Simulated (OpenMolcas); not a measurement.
# One shape, several levels: triplet AlCl3

Wanted: a comparison of 3 runs (UBLYP/6-311+G**, UPBE0/6-311+G**, USVWN5/6-311+G**) of triplet AlCl3. 

Program for the calculation: OpenMolcas 26.06.

2 further runs of the same task are left out: 2 set aside as unsound or not needed.

## Step 1: The molecule

AlCl3: 4 atoms, total charge 0, spin state triplet. As SMILES of the parent species, `Cl[Al](Cl)Cl`. Geometry: relaxed at PBE0-D4/def2-TZVP. That shape belongs to the parent species and isn't relaxed for this state.

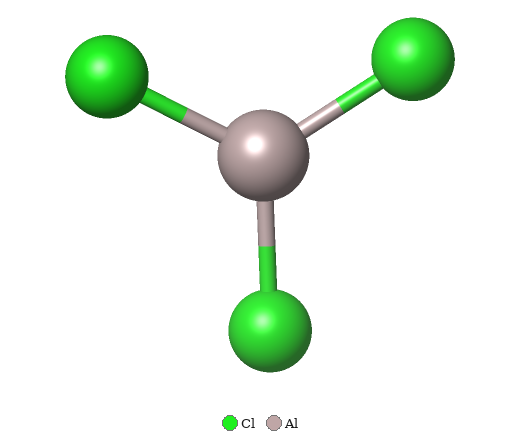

Viewed from a chosen angle; chlorine green, aluminium light grey.

## Step 2: The energy at UBLYP/6-311+G(d,p) (run 1)

Input file run.input:

```
&GATEWAY
  BasLib=$CurrDir
  BasisSet
  Cl.6-311pGss....
  Cl1 -1.135050 -0.108440 1.726210 angstrom
  Cl3 1.741960 -1.104030 -0.163630 angstrom
  Cl4 -0.606920 1.212480 -1.562570 angstrom
  End of Basis
  BasisSet
  Al.6-311pGss....
  Al2 0.000010 0.000000 -0.000020 angstrom
  End of Basis

&SEWARD
  GridInput
  Grid=UltraFine
  End of Grid

&SCF
  UHF
  Spin=3
  KSDFT=BLYP
  Thresholds=1e-10 1e-07 1e-07 1e-05
  PrOrbitals=1 1
```

The basis set 6-311+G** is read from a file made from the Basis Set Exchange's data (not shown).

Launch:

```console
$ export MOLCAS_MEM=1860
$ pymolcas run.input > run.log
```

Output:

```text
--- Start Module: gateway ---
[...]
--- Stop Module: gateway /rc=_RC_ALL_IS_WELL_ ---
--- Start Module: seward ---
[...]
      Basis functions          120
--- Stop Module: seward /rc=_RC_ALL_IS_WELL_ ---
[...]
--- Start Module: scf ---
[...]
       Convergence after  30 Iterations
[...]
::    Total KS-DFT energy                           -1623.0697336151
[...]
      Total spin, S                                     1.0009120326
[...]
      Total electronic charge=   64.000000
      Total            charge=   -0.000000
[...]
      Dipole Moment (debye):
      Origin of the operator (angstrom)=   -0.0000    0.0000   -0.0000
                   X= -1.0474E-05               Y=  4.2778E-05               Z=  7.4038E-05           Total=  8.6147E-05
      Quadrupole Moment (debye*angstrom):
[...]
--- Stop Module: scf /rc=_RC_ALL_IS_WELL_ ---
[...]
```

Run time: 98 s. Hardware: 1 thread of Intel Xeon Platinum 8259CL at 2.50GHz (Skylake/Cascade Lake), shared host; peak memory 0.76 GiB.

## Step 3: A single-point energy at UPBE0/6-311+G(d,p) (run 2)

Input file mol.inp:

```
* AlCl3 Kohn-Sham DFT
>>> EXPORT MOLCAS_PRINT=2

&GATEWAY
  BasLib
  $CurrDir
  Coord
  4
  angstrom
  Cl      -1.135050      -0.108440       1.726210
  Al       0.000010       0.000000      -0.000020
  Cl       1.741960      -1.104030      -0.163630
  Cl      -0.606920       1.212480      -1.562570
  Basis
  6-311pGss
  Group
  NoSym

&SEWARD
  GridInput
  Grid=UltraFine
  End of Grid

&SCF
  UHF
  Spin
  3
  KSDFT
  PBE0
  Thresholds
  1e-10 1e-07 1e-07 1e-05
  PrOrbitals
  1 1
```

The basis set 6-311+G** is read from a file made from the Basis Set Exchange's data (not shown).

Launch:

```console
$ export MOLCAS_MEM=1860
$ pymolcas mol.inp > mol.log
```

Output:

```text
--- Start Module: gateway ---
[...]
--- Stop Module: gateway /rc=_RC_ALL_IS_WELL_ ---
--- Start Module: seward ---
[...]
      Basis functions          120
--- Stop Module: seward /rc=_RC_ALL_IS_WELL_ ---
[...]
--- Start Module: scf ---
[...]
       Convergence after  23 Iterations
[...]
::    Total KS-DFT energy                           -1622.4806667156
[...]
      Total spin, S                                     1.0022333093
[...]
      Total electronic charge=   64.000000
      Total            charge=   -0.000000
[...]
      Dipole Moment (debye):
      Origin of the operator (angstrom)=   -0.0000    0.0000   -0.0000
                   X=  1.3196E-05               Y=  8.8492E-05               Z=  1.1420E-04           Total=  1.4507E-04
      Quadrupole Moment (debye*angstrom):
[...]
--- Stop Module: scf /rc=_RC_ALL_IS_WELL_ ---
[...]
```

Wall time 73 s (1 thread of Intel Xeon Platinum 8259CL at 2.50GHz (Skylake/Cascade Lake), shared host); peak memory 0.76 GiB.

## Step 4: A single-point energy at USVWN5/6-311+G(d,p) (run 3)

Input file test.input:

```
&GATEWAY
BASLIB=$CurrDir
COORD
4
bohr
Cl    -2.14493364    -0.20492190     3.26206413
Al     0.00001890     0.00000000    -0.00003779
Cl     3.29182732    -2.08631433    -0.30921589
Cl    -1.14691258     2.29125513    -2.95282935
BASIS=6-311pGss
GROUP=NoSym
&SEWARD
GRIDINPUT
Grid=UltraFine
End of Grid
&SCF
UHF
SPIN=3
KSDFT=SVWN5
THRESHOLDS=1e-10 1e-07 1e-07 1e-05
PRORBITALS=1 2
```

The basis set 6-311+G** is read from a file made from the Basis Set Exchange's data (not shown).

Launch:

```console
$ export MOLCAS_MEM=1860
$ pymolcas test.input > test.log
```

Output:

```text
--- Start Module: gateway ---
[...]
--- Stop Module: gateway /rc=_RC_ALL_IS_WELL_ ---
--- Start Module: seward ---
[...]
      Basis functions          120
--- Stop Module: seward /rc=_RC_ALL_IS_WELL_ ---
[...]
--- Start Module: scf ---
[...]
       Convergence after  27 Iterations
[...]
::    Total KS-DFT energy                           -1617.5980585095
[...]
      Total spin, S                                     1.0004576486
[...]
      Total electronic charge=   64.000000
      Total            charge=   -0.000000
[...]
      Dipole Moment (debye):
      Origin of the operator (angstrom)=   -0.0000    0.0000   -0.0000
                   X= -1.7547E-05               Y=  3.8470E-05               Z=  7.5473E-05           Total=  8.6511E-05
      Quadrupole Moment (debye*angstrom):
[...]
--- Stop Module: scf /rc=_RC_ALL_IS_WELL_ ---
[...]
```

It took 67 s on 1 thread of Intel Xeon Platinum 8259CL at 2.50GHz (Skylake/Cascade Lake), shared host; peak memory 0.76 GiB.

## Step 5: All runs side by side

```
run             level   energy (Eh)  dipole moment (D)  HOMO energy (eV)   ⟨S²⟩  wall time
  1   UBLYP/6-311+G**  -1623.069734               0.00             -2.74  2.003       98 s
  2   UPBE0/6-311+G**  -1622.480667               0.00             -3.54  2.007       73 s
  3  USVWN5/6-311+G**  -1617.598059               0.00             -2.99  2.001       67 s
```

## Step 6: Outcome

```
                                 quantity           value
                      run 3: total energy  -1617.59806 Eh
                     run 3: dipole moment          0.00 D
run 3: HOMO energy (highest over α and β)        -2.99 eV
                              run 3: ⟨S²⟩           2.001
```

**Reading.** Totals of different functionals can't be ranked against each other. All runs together took 4 min, the longest 98 s.
